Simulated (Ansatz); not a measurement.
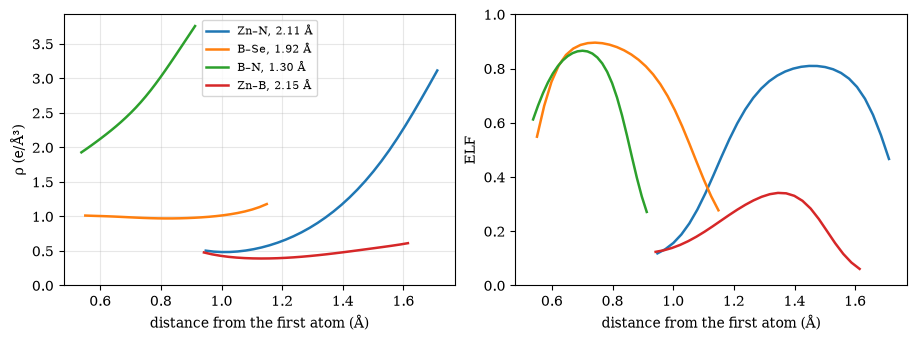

Figure. BHNSeZn (charge +1). Electron density and electron localisation function along straight lines between neighbouring atoms. The curves leave out the atomic cores.

Geometry: B3LYP-D3(BJ)/def2-SVP.

All numbers below come from Ansatz, isolated molecule in a Gaussian basis; Kohn-Sham density functional theory, functional PBE0.

```xyz
5

B    -1.4916   -1.9249   -1.2265
N    -0.2810   -1.4718   -1.0576
Se   -3.2210   -1.4363   -1.8886
Zn   -1.3667    0.1018   -1.9420
H     0.6527   -1.6777   -0.7216
```

### What can be read from the curves?

Zn–N (2.11 Å): ρ is about 0.49 e/Å³ halfway; the ELF peaks at about 0.80 in the valence shell of N, 0.7 Å from its nucleus, and is about 0.25 at the midpoint.
B–Se (1.92 Å): ρ is about 1 e/Å³ halfway; the ELF peaks at about 0.90 between the atoms; localised, covalent bonding.
B–N (1.30 Å): ρ is about 2.3 e/Å³ halfway; the ELF peaks at about 0.85 between the atoms, as expected for a polar covalent bond.
Zn–B (2.15 Å): the density is about 0.4 e/Å³ at the midpoint; the ELF is about 0.20 at the midpoint.
